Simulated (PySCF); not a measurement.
**Geometry relaxation of CH8GeNP**

- system: CH8GeNP
- method: PBE0-D3(BJ)/def2-SVP geometry optimisation, gas phase (PySCF 2.14.0)

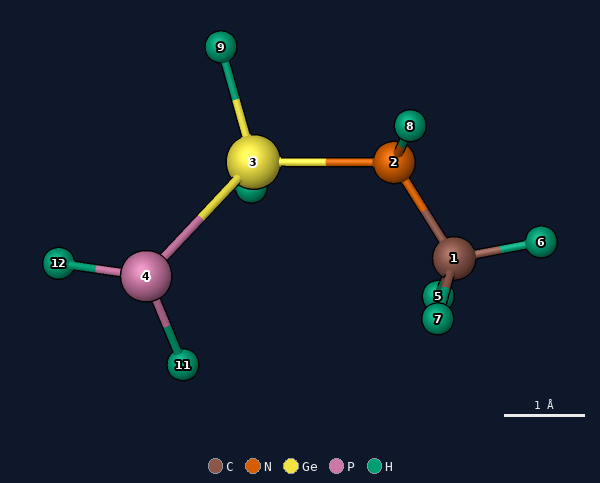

**Figure 1.** The input geometry (ball-and-stick view, seen at a tilt; atoms are numbered from 1 in the order of the input). Sticks mark near contacts.

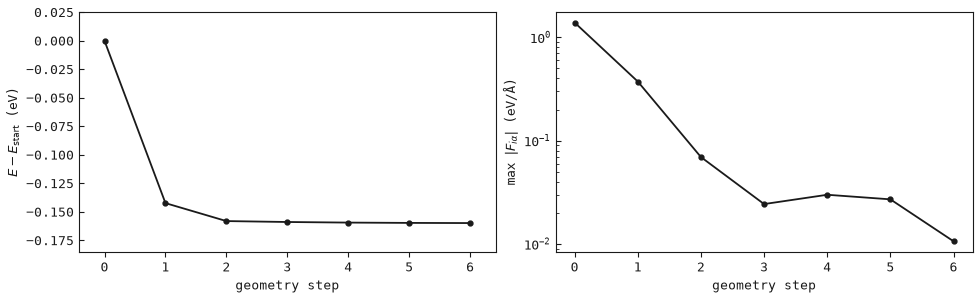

**Figure 2.** Progress of the relaxation, step by step (steps are counted from 0).

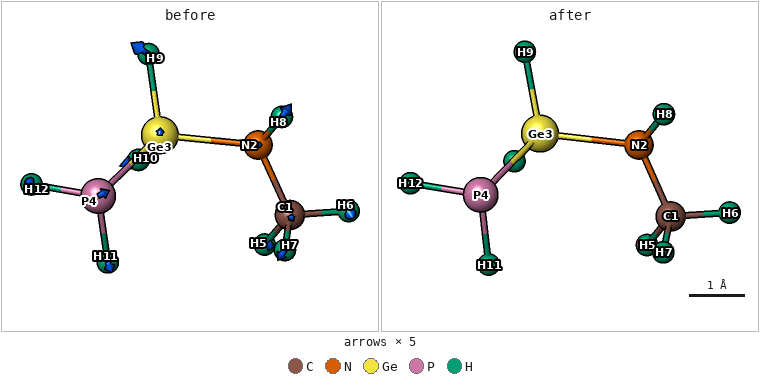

**Figure 3.** Before (left) and after (right) the relaxation, at one scale (ball-and-stick view, seen at a tilt). The blue arrows give the displacements, magnified 5 times. The energy falls by 0.160 eV in 6 geometry steps. Largest force component: 1.4 eV/Å at the start, 0.011 eV/Å at the end. H9 moves most after the best rigid fit: 0.10 Å. Largest moves by element: H 0.10 Å, P 0.05 Å, Ge 0.03 Å, C 0.03 Å, N 0.02 Å. Distances before and after: P4–H12 1.360 → 1.430 Å, Ge3–H10 1.495 → 1.542 Å, P4–H11 1.393 → 1.430 Å, Ge3–H9 1.510 → 1.540 Å. Among the angles that change: N2–Ge3–H9 103.5° → 106.8°, Ge3–P4–H11 90.6° → 93.7°, P4–Ge3–H9 110.5° → 107.6°. (Atoms are counted from 1 in the order of the input.)

The input and output of the run follow.

Input file:
```
{"job": {"xc": "PBE0", "basis": "def2-SVP", "d3": "d3bj", "grid": 1, "maxiter": 30, "shake": 0.01, "kind": "geom"}, "charge": 0, "multiplicity": 1}
C     -1.708080     0.475880     0.128480
N     -0.988790    -0.743510     0.240720
Ge     0.719870    -0.844960    -0.360300
P      2.235310     0.612680     0.723150
H     -1.594640     0.881730    -0.896000
H     -2.795370     0.313690     0.276780
H     -1.400010     1.272220     0.834770
H     -1.115490    -1.140900     1.152380
H      1.098610    -2.285160    -0.108400
H      0.608960    -0.622620    -1.834260
H      1.740890     1.691020    -0.006550
H      3.238430     0.361640    -0.159800
```

The first line tells a small driver script what to run in PySCF; the rest is the geometry in Å.

Command:
```bash
OMP_NUM_THREADS=1 python <driver script> task.json out
```

The program's output:
```
step   0  E = -2515.08089423  max force = 0.027010
step   1  E = -2515.08612372  max force = 0.007259
step   2  E = -2515.08670225  max force = 0.001347
step   3  E = -2515.08673191  max force = 0.000472
step   4  E = -2515.08675099  max force = 0.000581
step   5  E = -2515.08676123  max force = 0.000525
step   6  E = -2515.08676615  max force = 0.000206
optimisation converged
```

Trajectory as extended XYZ (Å, eV, eV/Å), 7 frames, from step=0 to step=6:
```
12
Properties=species:S:1:pos:R:3:forces:R:3 step=0 energy=-68438.83708
C    -1.7081    0.4759    0.1285   -0.6420   0.7041  -0.3713
N    -0.9888   -0.7435    0.2407   -0.0055  -0.1749  -0.0087
Ge    0.7199   -0.8450   -0.3603    0.3394  -0.0247   0.5430
P     2.2353    0.6127    0.7231   -1.2451  -0.4677   1.3889
H    -1.5946    0.8817   -0.8960   -0.0519   0.0305   0.1569
H    -2.7954    0.3137    0.2768    0.1515   0.0425  -0.0221
H    -1.4000    1.2722    0.8348    0.0090   0.1002   0.0089
H    -1.1155   -1.1409    1.1524   -0.0191  -0.4385   0.5516
H     1.0986   -2.2852   -0.1084    0.3347  -0.4922   0.1698
H     0.6090   -0.6226   -1.8343    0.0845   0.3113  -0.8807
H     1.7409    1.6910   -0.0066   -0.2152   0.7307  -0.3941
H     3.2384    0.3616   -0.1598    1.2597  -0.3213  -1.1421
12
Properties=species:S:1:pos:R:3:forces:R:3 step=1 energy=-68438.97939
C    -1.7119    0.4921    0.1782    0.1450  -0.1022   0.0174
N    -0.9953   -0.7611    0.3018    0.2107  -0.0297  -0.0188
Ge    0.7256   -0.8954   -0.3583   -0.1944  -0.0604  -0.2426
P     2.1635    0.6553    0.6543    0.2559   0.0482  -0.3317
H    -1.7206    0.8119   -0.8770   -0.0044   0.0161   0.0160
H    -2.7631    0.3666    0.4807   -0.0442  -0.0134  -0.0048
H    -1.2955    1.3315    0.7741   -0.0163  -0.0013  -0.0192
H    -1.0805   -1.1668    1.2326   -0.0210   0.0570  -0.1017
H     1.2284   -2.3332   -0.0441   -0.0922   0.2506  -0.0364
H     0.6565   -0.6442   -1.9026   -0.0278  -0.0969   0.3733
H     1.6367    1.7587   -0.1055    0.0771  -0.1607   0.0882
H     3.2232    0.3974   -0.3020   -0.2886   0.0929   0.2603
12
Properties=species:S:1:pos:R:3:forces:R:3 step=2 energy=-68438.99513
C    -1.7071    0.4869    0.1770   -0.0048  -0.0460   0.0108
N    -0.9886   -0.7618    0.2994    0.0492   0.0170   0.0217
Ge    0.7203   -0.8872   -0.3595   -0.0228   0.0245  -0.0410
P     2.1732    0.6550    0.6490    0.0551  -0.0153  -0.0693
H    -1.7124    0.8127   -0.8761   -0.0011   0.0124  -0.0033
H    -2.7611    0.3542    0.4715   -0.0087   0.0118  -0.0122
H    -1.2999    1.3270    0.7772   -0.0033   0.0019   0.0030
H    -1.0773   -1.1675    1.2271   -0.0250   0.0026  -0.0080
H     1.2158   -2.3091   -0.0442    0.0165  -0.0123   0.0170
H     0.6352   -0.6517   -1.8821   -0.0105  -0.0071   0.0149
H     1.6512    1.7519   -0.1064    0.0081  -0.0030   0.0127
H     3.2177    0.4023   -0.3005   -0.0527   0.0136   0.0537
12
Properties=species:S:1:pos:R:3:forces:R:3 step=3 energy=-68438.99594
C    -1.7109    0.4847    0.1782   -0.0030  -0.0178  -0.0059
N    -0.9865   -0.7602    0.3021    0.0225   0.0243   0.0234
Ge    0.7209   -0.8841   -0.3597   -0.0135   0.0050  -0.0012
P     2.1814    0.6546    0.6438   -0.0036  -0.0112  -0.0045
H    -1.7105    0.8149   -0.8738    0.0036   0.0050  -0.0004
H    -2.7671    0.3482    0.4636   -0.0015  -0.0017  -0.0067
H    -1.3120    1.3252    0.7834   -0.0032  -0.0004   0.0045
H    -1.0798   -1.1679    1.2282   -0.0091  -0.0063  -0.0040
H     1.2194   -2.3050   -0.0407    0.0093  -0.0038   0.0101
H     0.6289   -0.6532   -1.8808   -0.0061   0.0006  -0.0144
H     1.6627    1.7551   -0.1069   -0.0005   0.0095   0.0014
H     3.2206    0.4005   -0.3050    0.0050  -0.0031  -0.0023
12
Properties=species:S:1:pos:R:3:forces:R:3 step=4 energy=-68438.99646
C    -1.7161    0.4820    0.1801   -0.0070   0.0029  -0.0129
N    -0.9831   -0.7567    0.3080    0.0048   0.0219   0.0204
Ge    0.7214   -0.8795   -0.3589   -0.0065  -0.0112   0.0091
P     2.1922    0.6543    0.6360   -0.0299   0.0004   0.0292
H    -1.7057    0.8180   -0.8701    0.0070  -0.0019   0.0026
H    -2.7751    0.3364    0.4508    0.0002  -0.0050  -0.0026
H    -1.3320    1.3234    0.7938   -0.0023  -0.0036   0.0044
H    -1.0821   -1.1686    1.2313    0.0055  -0.0078  -0.0030
H     1.2241   -2.2986   -0.0349    0.0012   0.0024   0.0010
H     0.6201   -0.6542   -1.8802    0.0004   0.0027  -0.0134
H     1.6776    1.7607   -0.1085   -0.0027   0.0078  -0.0051
H     3.2257    0.3957   -0.3151    0.0293  -0.0087  -0.0298
12
Properties=species:S:1:pos:R:3:forces:R:3 step=5 energy=-68438.99673
C    -1.7213    0.4797    0.1828   -0.0054   0.0091  -0.0106
N    -0.9792   -0.7525    0.3154   -0.0045   0.0123   0.0123
Ge    0.7220   -0.8755   -0.3572   -0.0036  -0.0153   0.0066
P     2.2020    0.6551    0.6277   -0.0205   0.0075   0.0270
H    -1.6987    0.8208   -0.8656    0.0060  -0.0029   0.0028
H    -2.7829    0.3241    0.4375    0.0009  -0.0048  -0.0008
H    -1.3530    1.3214    0.8056   -0.0021  -0.0039   0.0032
H    -1.0824   -1.1695    1.2359    0.0112  -0.0036   0.0003
H     1.2280   -2.2928   -0.0297   -0.0041   0.0029  -0.0040
H     0.6125   -0.6546   -1.8792    0.0044   0.0024  -0.0053
H     1.6898    1.7655   -0.1126   -0.0029   0.0016  -0.0071
H     3.2303    0.3911   -0.3283    0.0206  -0.0053  -0.0244
12
Properties=species:S:1:pos:R:3:forces:R:3 step=6 energy=-68438.99687
C    -1.7249    0.4781    0.1862   -0.0018   0.0050  -0.0034
N    -0.9757   -0.7489    0.3230   -0.0065   0.0014   0.0031
Ge    0.7224   -0.8731   -0.3553   -0.0009  -0.0106   0.0017
P     2.2088    0.6573    0.6196   -0.0017   0.0081   0.0092
H    -1.6912    0.8235   -0.8605    0.0031  -0.0013   0.0020
H    -2.7885    0.3138    0.4269   -0.0002  -0.0018  -0.0008
H    -1.3701    1.3196    0.8169   -0.0014  -0.0021   0.0018
H    -1.0802   -1.1696    1.2414    0.0097   0.0025   0.0030
H     1.2301   -2.2894   -0.0262   -0.0054   0.0004  -0.0045
H     0.6074   -0.6552   -1.8778    0.0045   0.0011   0.0012
H     1.6959    1.7679   -0.1202   -0.0026  -0.0029  -0.0057
H     3.2328    0.3888   -0.3416    0.0033   0.0001  -0.0076
```

Key numbers:

- outcome: converged
- total energy: −2515.086766 hartree
- dipole moment: 0.64 D
- point group: C1
- hardware: 1 CPU thread, shared host
- wall time: 32 s
- peak memory: 0.49 GiB
